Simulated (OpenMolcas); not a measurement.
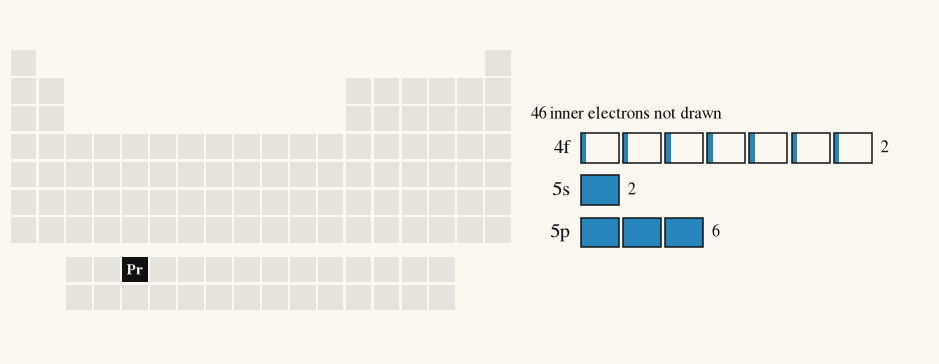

Figure 1. Left, the place of praseodymium in the periodic table; right, the outer shells of the leading configuration of the lowest level: a box for each of the 2l + 1 orbitals, shaded by the share of the shell that is filled, with the electron count at the right.

Run report: Pr³⁺ complex, multiconfigurational calculation (part 1 of 2)

System: Pr³⁺ with 6 ligands (F and O; tetragonal octahedron, 2.21 Å), neutralised by 6 outer point charges of +0.83 e, whose field is part of the energies.
Method: state-averaged CASSCF, active space 2 electrons in the shell 4f, basis ANO-RCC-VDZP on the metal and ANO-RCC-VDZP on the ligands, DKH2 scalar Hamiltonian, spin-orbit coupling by RASSI with atomic mean-field integrals (OpenMolcas).

### Output (extracts)
```
--- SEWARD ---
Basis set label: PR.ANO-RCC...7S6P4D2F1G.

      Electronic valence basis set:
      ------------------
      Associated Effective Charge  59.000000 au
      Associated Actual Charge     59.000000 au
      Nuclear Model: Point charge

      Shell  nPrim  nBasis  Cartesian Spherical Contaminant
         s      25       7        X
         p      22       6        X
         d      15       4                 X
         f      11       2                 X
         g       4       1                 X
                  Relativistic Douglas-Kroll-Hess integrals:
                    - DKH order of Hamiltonian: 2
                    - DKH order of Properties : 0
                  Atomic mean-field integrals
--- RASSCF ---
Wave function specifications:
      -----------------------------

      Number of closed shell electrons         114
      Number of electrons in active shells       2
      Max number of holes in RAS1 space          0
      Max nr of electrons in RAS3 space          0
      Number of inactive orbitals               57
      Number of active orbitals                  7
      Number of secondary orbitals              88
      Spin quantum number                      1.0
      State symmetry                             1
Orbital specifications:
      -----------------------

      Symmetry species                           1   2
                                                ag  au
      Frozen orbitals                            0   0
      Inactive orbitals                         30  27
      Active orbitals                            0   7
      RAS1 orbitals                              0   0
      RAS2 orbitals                              0   7
      RAS3 orbitals                              0   0
      Secondary orbitals                        48  40
      Deleted orbitals                           0   0
      Number of basis functions                 78  74
      Number of CSFs                            21
      Number of root(s) required                21
      Iter CI   SX   CI       RASSCF       Energy    max ROT     max BLB   max BLB  Level Ln srch  Step   QN
          iter iter root      energy       change     param      element    value   shift minimum  type update
 Nr of preliminary CI iterations:   1
      Total energies have been shifted. Add                -9000.00 au
        1   1   10    0  -778.04685582    0.00E+00  -9.85E-02   26  68 2 -6.00E-01*  0.95   0.00    SX    NO
        2   1   10    0  -779.42981560   -1.38E+00* -4.81E-02   27  69 2 -2.03E-01*  1.02   0.00    SX    NO
        3   1   10    0  -779.62846335   -1.99E-01*  2.31E-02   24  66 2  9.07E-02*  1.07   0.00    SX    NO
        4   1   10    0  -779.66030531   -3.18E-02*  1.51E-02   28  34 1 -5.11E-02*  1.08   0.00    SX    NO
        5   1   10    0  -779.67293667   -1.26E-02*  2.00E-02   27  44 2 -4.02E-02*  1.09   2.50    LS   YES
        6   1    9    0  -779.68186919   -8.93E-03* -1.88E-02   27  44 2 -3.20E-02*  1.10   1.48    QN   YES
        7   1    9    0  -779.68500075   -3.13E-03* -1.80E-02   27  44 2 -2.14E-02*  1.09   1.65    QN   YES
        8   1    9    0  -779.68660647   -1.61E-03*  1.11E-02   30  45 1 -1.15E-02*  1.09   1.52    QN   YES
        9   1    8    0  -779.68718348   -5.77E-04* -5.56E-03   30  45 1 -6.32E-03*  1.09   1.44    QN   YES
       10   1    8    0  -779.68737357   -1.90E-04* -3.84E-03   30  45 1 -3.41E-03*  1.09   1.54    QN   YES
       11   1    8    0  -779.68745914   -8.56E-05*  2.64E-03   24  66 2  2.23E-03*  1.09   1.57    QN   YES
       12   1    7    0  -779.68749870   -3.96E-05*  1.45E-03   30  33 1  1.78E-03*  1.09   1.51    QN   YES
       13   1    7    0  -779.68751408   -1.54E-05*  5.86E-04   30  33 1  1.07E-03*  1.09   1.45    QN   YES
       14   1    7    0  -779.68751904   -4.95E-06* -2.80E-04   24  66 2 -5.27E-04*  1.09   1.40    QN   YES
       15   1    6    0  -779.68752038   -1.35E-06*  1.44E-04   24  66 2 -2.20E-04*  1.09   1.40    QN   YES
       16   1    6    0  -779.68752074   -3.56E-07*  9.41E-05   25  42 2  1.22E-04*  1.09   1.41    QN   YES
       17   1    6    0  -779.68752085   -1.07E-07*  5.87E-05   24  66 2  7.07E-05   1.09   1.41    QN   YES
       18   1    5    0  -779.68752088   -3.40E-08* -2.90E-05   24  66 2  4.25E-05   1.09   1.42    QN   YES
       19   1    5    0  -779.68752089   -9.74E-09  -1.21E-05   27  44 2 -1.97E-05   1.09   1.42    QN   YES
      Convergence after 19 iterations
       20   1    5    0  -779.68752089   -2.65E-09  -1.21E-05   27  44 2 -1.29E-05   1.09   1.42    QN   YES
      Natural orbitals and occupation numbers for root  1
      sym 2:   0.559380   0.433211   0.007409   0.007409  -0.000000   0.559380   0.433211
      Natural orbitals and occupation numbers for root  2
      sym 2:   0.433211   0.433211   0.007409   0.007409   0.000000   0.559380   0.559380
      Natural orbitals and occupation numbers for root  3
      sym 2:  -0.000000   0.329684   0.560123   0.110193   0.560123   0.329684   0.110193
::    RASSCF root number  1 Total energy:  -9779.72060080
::    RASSCF root number  2 Total energy:  -9779.72060080
::    RASSCF root number  3 Total energy:  -9779.71634197
::    RASSCF root number  4 Total energy:  -9779.71414753
::    RASSCF root number  5 Total energy:  -9779.71414753
::    RASSCF root number  6 Total energy:  -9779.71376838
::    RASSCF root number  7 Total energy:  -9779.71347136
::    RASSCF root number  8 Total energy:  -9779.71293755
::    RASSCF root number  9 Total energy:  -9779.71178444
::    RASSCF root number 10 Total energy:  -9779.71178444
::    RASSCF root number 11 Total energy:  -9779.71140145
::    RASSCF root number 12 Total energy:  -9779.68848230
::    RASSCF root number 13 Total energy:  -9779.68848230
::    RASSCF root number 14 Total energy:  -9779.68821498
::    RASSCF root number 15 Total energy:  -9779.68650868
::    RASSCF root number 16 Total energy:  -9779.68650868
::    RASSCF root number 17 Total energy:  -9779.68640542
::    RASSCF root number 18 Total energy:  -9779.68463096
::    RASSCF root number 19 Total energy:  -9779.59421926
::    RASSCF root number 20 Total energy:  -9779.58674996
::    RASSCF root number 21 Total energy:  -9779.58674996
--- RASSCF ---
Wave function specifications:
      -----------------------------

      Number of closed shell electrons         114
      Number of electrons in active shells       2
      Max number of holes in RAS1 space          0
      Max nr of electrons in RAS3 space          0
      Number of inactive orbitals               57
      Number of active orbitals                  7
      Number of secondary orbitals              88
      Spin quantum number                      0.0
      State symmetry                             1
Orbital specifications:
      -----------------------

      Symmetry species                           1   2
                                                ag  au
      Frozen orbitals                            0   0
      Inactive orbitals                         30  27
      Active orbitals                            0   7
      RAS1 orbitals                              0   0
      RAS2 orbitals                              0   7
      RAS3 orbitals                              0   0
      Secondary orbitals                        48  40
      Deleted orbitals                           0   0
      Number of basis functions                 78  74
      Number of CSFs                            28
      Number of root(s) required                28
      Iter CI   SX   CI       RASSCF       Energy    max ROT     max BLB   max BLB  Level Ln srch  Step   QN
          iter iter root      energy       change     param      element    value   shift minimum  type update
 Nr of preliminary CI iterations:   1
        1   1    0    0 -9779.62472938    0.00E+00   0.00E+00   32  39 2 -5.01E-03*  0.00   0.00    SX    NO
      Natural orbitals and occupation numbers for root  1
      sym 2:   0.157902   0.208438   0.328003   0.017489   0.328003   0.802262   0.157902
      Natural orbitals and occupation numbers for root  2
      sym 2:  -0.000000   0.507331   0.246335   0.246335   0.246335   0.507331   0.246335
      Natural orbitals and occupation numbers for root  3
      sym 2:   0.170297   1.036827   0.003818   0.288071   0.003818   0.326871   0.170297
::    RASSCF root number  1 Total energy:  -9779.68740578
::    RASSCF root number  2 Total energy:  -9779.68714679
::    RASSCF root number  3 Total energy:  -9779.68549995
::    RASSCF root number  4 Total energy:  -9779.68502760
::    RASSCF root number  5 Total energy:  -9779.68502760
::    RASSCF root number  6 Total energy:  -9779.68464166
::    RASSCF root number  7 Total energy:  -9779.68135635
::    RASSCF root number  8 Total energy:  -9779.68135635
::    RASSCF root number  9 Total energy:  -9779.68079677
::    RASSCF root number 10 Total energy:  -9779.62359797
::    RASSCF root number 11 Total energy:  -9779.62359797
::    RASSCF root number 12 Total energy:  -9779.62070871
::    RASSCF root number 13 Total energy:  -9779.61804538
::    RASSCF root number 14 Total energy:  -9779.61570337
::    RASSCF root number 15 Total energy:  -9779.60636950
::    RASSCF root number 16 Total energy:  -9779.60636950
::    RASSCF root number 17 Total energy:  -9779.60433152
::    RASSCF root number 18 Total energy:  -9779.60408151
::    RASSCF root number 19 Total energy:  -9779.60401778
::    RASSCF root number 20 Total energy:  -9779.60389214
::    RASSCF root number 21 Total energy:  -9779.60063701
::    RASSCF root number 22 Total energy:  -9779.60063701
::    RASSCF root number 23 Total energy:  -9779.59780853
::    RASSCF root number 24 Total energy:  -9779.59391185
::    RASSCF root number 25 Total energy:  -9779.59198899
::    RASSCF root number 26 Total energy:  -9779.59198899
::    RASSCF root number 27 Total energy:  -9779.59059241
::    RASSCF root number 28 Total energy:  -9779.43588363
```

(Continued in part 2.) Outcome of the run: converged.
